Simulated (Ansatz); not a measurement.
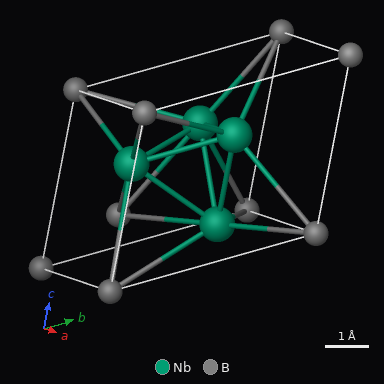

Structure drawing (ball-and-stick), viewed slightly off an axis. Thin lines show the simulation cell, with boundary atoms drawn in all their periodic places.

Full input:
```yaml
crystal:
  lattice:
    - [0.0, 3.6773472298, 3.6773472298]
    - [3.6773472298, 0.0, 3.6773472298]
    - [3.6773472298, 3.6773472298, 0.0]
  atoms:
    - { symbol: Nb, position: [0.625, 0.625, 0.625] }
    - { symbol: Nb, position: [0.125, 0.625, 0.625] }
    - { symbol: Nb, position: [0.625, 0.625, 0.125] }
    - { symbol: Nb, position: [0.625, 0.125, 0.625] }
    - { symbol: B, position: [0.0, 0.0, 0.0] }
    - { symbol: B, position: [0.25, 0.25, 0.25] }
basis:
  ecutwfc: 420
kpoints:
  mp_grid: { grid: [10, 10, 10] }
  band_path:
    path:
      - [[0.0, 0.0, 0.0], [0.5, 0.0, 0.5], [0.625, 0.25, 0.625]]
      - [[0.375, 0.375, 0.75], [0.0, 0.0, 0.0], [0.5, 0.5, 0.5], [0.5, 0.25, 0.75], [0.5, 0.0, 0.5]]
    npoints: 14
hamiltonian:
  xc: pbe
scf:
  occupations: { method: gaussian, width: 0.1 }
  n_extra_bands: 15
output:
  forces: true
  stress: true
  eigenvalues: true
  populations: true
  dos: { projected: true, de: 0.02, nscf_kmesh: { grid: [12, 12, 12] } }
  bader: true
  write_density: true
  write_potential: true
  elf: true
  volumetric_format: npy
```
Run as:
```sh
ansatz run input.yaml --threads 1 --pin off --max-ram 2560MiB --backend cpu --events-out ev --progress --plain --runs-dir out
```

Method: DFT PBE, scalar-relativistic, plane waves, PAW (Ansatz); plane waves to 420 eV, k-grid 10×10×10, Gaussian smearing of 0.1 eV, no spin polarisation.

**How charged are the atoms, by the Bader scheme?**

Nb +0.36 e; B -0.72 e.

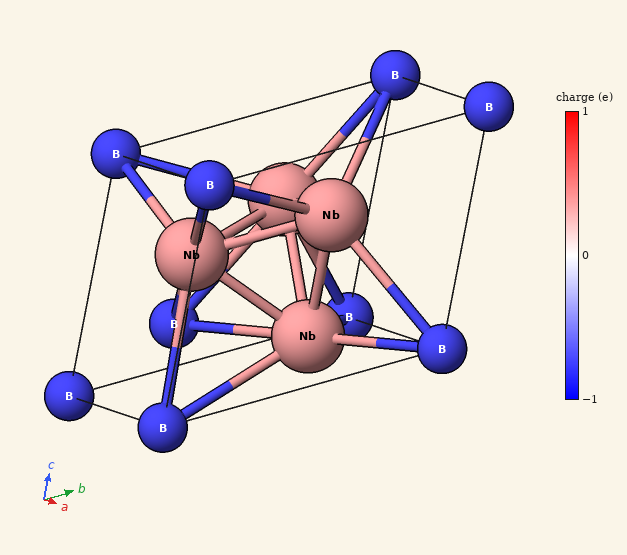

The atoms coloured by those charges.

Its origin is a structure type filled with these elements by a generator (whether the compound takes this form wasn't checked). Earlier steps of the study may have refined or changed the cell and positions. A calculation with Ansatz used it as input.
